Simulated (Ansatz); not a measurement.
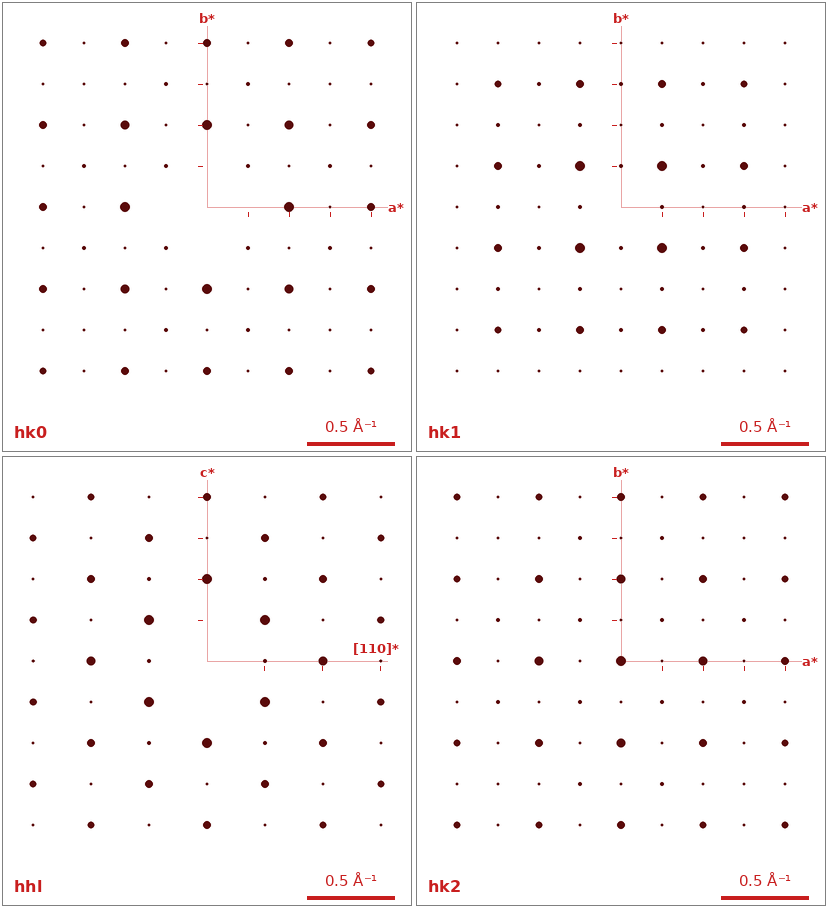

Four undistorted layers of reciprocal space, calculated for a single crystal (X-rays, kinematic |F|², B = 0.5 Å²). Tick marks count the reciprocal lattice steps of the conventional cell along each axis.

What cell do the layers give?

a* = 0.236, b* = 0.236, c* = 0.236 Å⁻¹; the cell is cubic with a = 4.23 Å.

List the systematic absences.

Reflections are present only under these conditions. hkl: no condition; hk0: no condition; hhl: no condition; h00: no condition. The lattice is primitive (P). A few very weak reflections are below the display threshold.

Which space groups fit?

The intensities have Laue symmetry m-3m (the hk0 layer shows 4mm, hk1 shows 4mm). With these conditions the candidates are P432 (No. 207), P-43m (No. 215), Pm-3m (No. 221). Diffraction geometry alone does not choose among them; the structure has Pm-3m. The compound is LaPd3O. Structure: coordinates from a relaxation (final pressure about 23 GPa) with DFT, PAW plane waves, pbe in Ansatz 0.2.0; the starting structure was generated, so it need not be a known form of this composition.
